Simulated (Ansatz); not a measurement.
# BH$_{4}$N···NH$_{3}$: what the fields show

Input file:

```
crystal:
  periodic: [false, false, false]
  atoms:
    - { symbol: B, position_ang: [0.0, 0.0, 0.0] }
    - { symbol: H, position_ang: [0.0, 0.0, 1.54] }
    - { symbol: "N", position_ang: [1.3423, 0.0, -0.775] }
    - { symbol: H, position_ang: [1.8089, -0.9179, -1.0268] }
    - { symbol: H, position_ang: [1.7937, 0.9179, -1.0532] }
    - { symbol: H, position_ang: [-1.0305, 0.0, -0.595] }
    - { symbol: "N", position_ang: [0.0829, 1.7537, 0.5833] }
    - { symbol: H, position_ang: [0.4765, 1.9752, 1.5423] }
    - { symbol: H, position_ang: [-0.2631, 2.537, -0.0414] }
    - { symbol: H, position_ang: [0.0424, 0.8968, 1.5631] }
basis:
  gaussian: { orbitals: def2-SVP }
hamiltonian:
  xc: b3lyp
  dispersion: d4
relax:
  f_tol: 0.15
  max_steps: 25
  restrain:
    - { distance: [0, 6], at: 2.75, k: 30.0 }
    - { distance: [9, 1], at: 1.86, k: 30.0 }
    - { distance: [0, 1], at: 1.19, k: 30.0 }
    - { distance: [9, 6], at: 1.06, k: 30.0 }
output:
  orbitals: {}
```

Command:

```sh
ansatz run input.yaml --threads 1 --pin off --max-ram 2048MiB --backend cpu --events-out ev --progress --plain --runs-dir out
```

The fields are those of the run's last geometry, not of the input's.

Not at a stationary point (largest force 0.9 eV/Å).

Theory: RKS B3LYP-D4/def2-SVP in Ansatz 0.2.0.

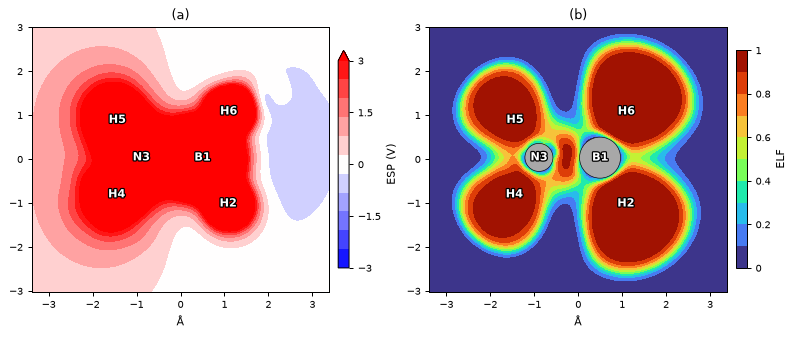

Figure 1. (a) molecular electrostatic potential; (b) electron localisation function on the plane of atoms H2, B1 and H6. Grey discs cover the atomic cores in the ELF map.

### What do the fields say about this system?

The section cuts through B, H and N sites. B–N (1.39 Å): the ELF peaks at about 0.95 between the atoms: a short, strongly polar bond. N–H (1.01 Å): the ELF climbs to about 1 towards the hydrogen, as it does in any bond to H; a covalent bond by its length. B–H (1.20 Å): the ELF climbs to about 1 towards the hydrogen; a covalent bond by its length. Outside the dense part of the complex the potential is most negative (−0.5 V) near H6.

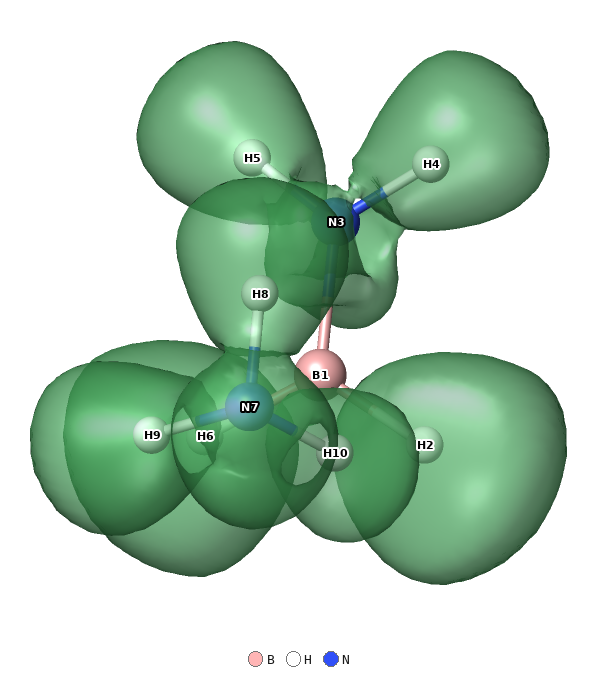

Figure 2. Isosurface of the ELF at 0.8 (green), seen at an oblique angle. Only the valence region is drawn (cores and ρ < 0.01 e/Å³ removed).

### Identify the bonds, lone pairs and shells in this picture.

The ELF exceeds this value in two regions around hydrogen nuclei and two joined regions spread over several atoms (H, N), in which their bonds and any lone pairs are merged. Profiles from the grid: B1···H10 (2.22 Å): the ELF dips to about 0.10 between them.

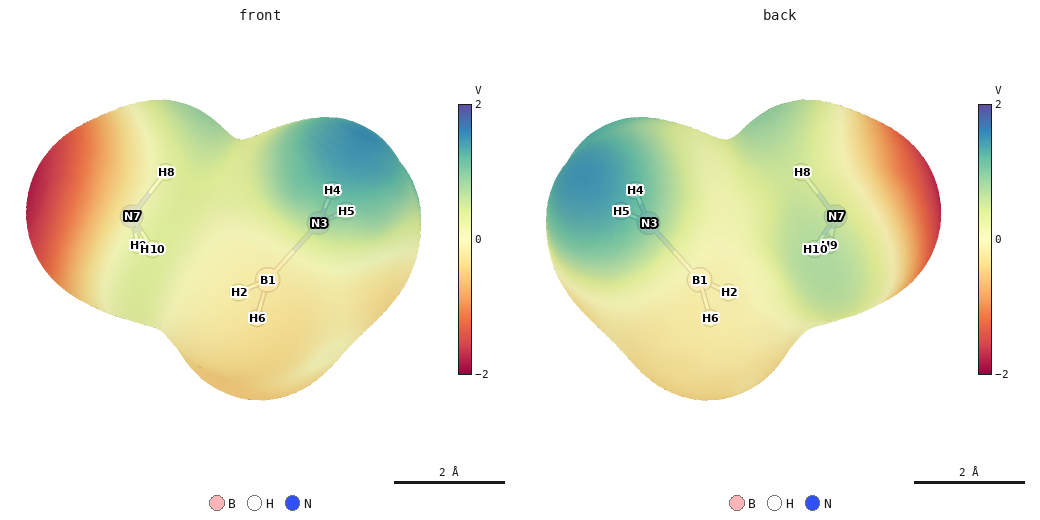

Figure 3. The molecular electrostatic potential painted on the density surface at 0.001 e/bohr³, seen from the front and from behind; the colour scale runs from red (negative) to blue (positive).

### Describe the electrostatic potential map.

The most negative region (about −1.8 V, or −42 kcal/mol for a unit charge) lies over N7, the most positive (about +1.5 V, or +35 kcal/mol for a unit charge) over H4 and H5. N7 is the likeliest acceptor of a hydrogen bond.

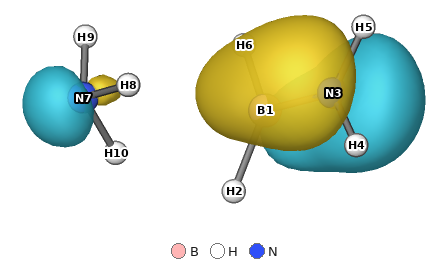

Figure 4. The HOMO−1 at ±0.15 Å⁻³ᐟ² (yellow and cyan are the two phases), seen from one side.

### What is the character of this orbital?

By Hirshfeld shares it lies mainly on N3 (about 60 %), B1 (about 20 %) and N7 (about 5 %). Its energy is −8.43 eV.
